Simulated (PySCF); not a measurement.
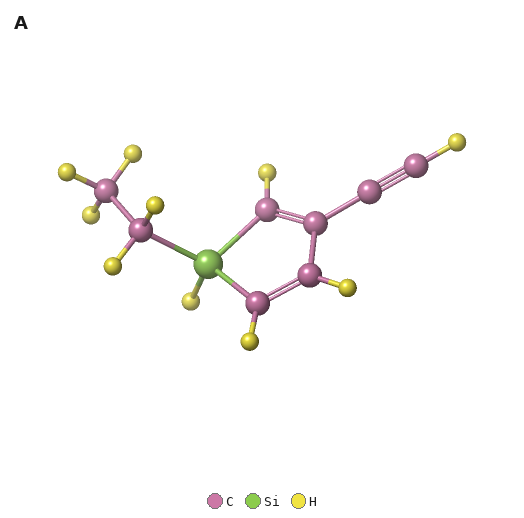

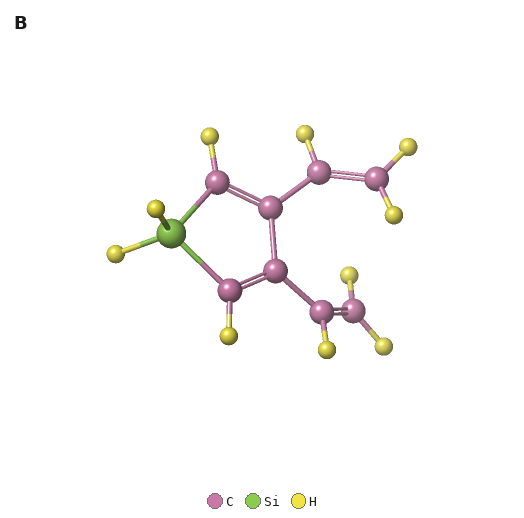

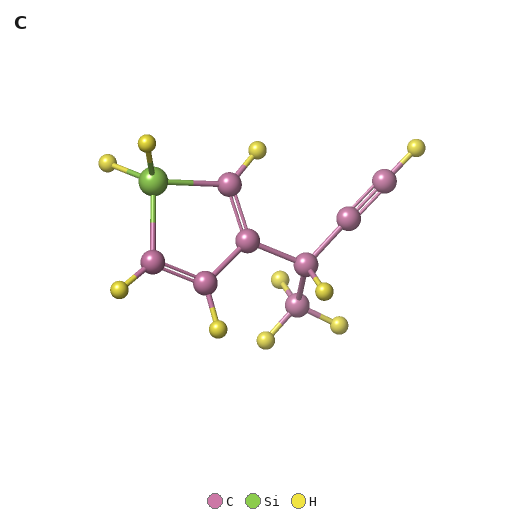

3 stationary structures of one formula. Geometries: PBE0-D3(BJ)/def2-SVP. Electronic energies: PBE0/pcSseg-1 (PySCF 2.14.0), without zero-point energy. No frequency run is at hand to confirm each as a minimum. Each is one conformer, not always the lowest.

### Rank them by energy, lowest first.

B is lowest; A lies 5.6 kcal/mol above it, C lies 14.5 kcal/mol above it. A is `C#CC1=C[Si@H](CC)C=C1`, B is `C=CC1=C[SiH2]C=C1C=C`, C is `C#C[C@H](C)C1=C[SiH2]C=C1`.
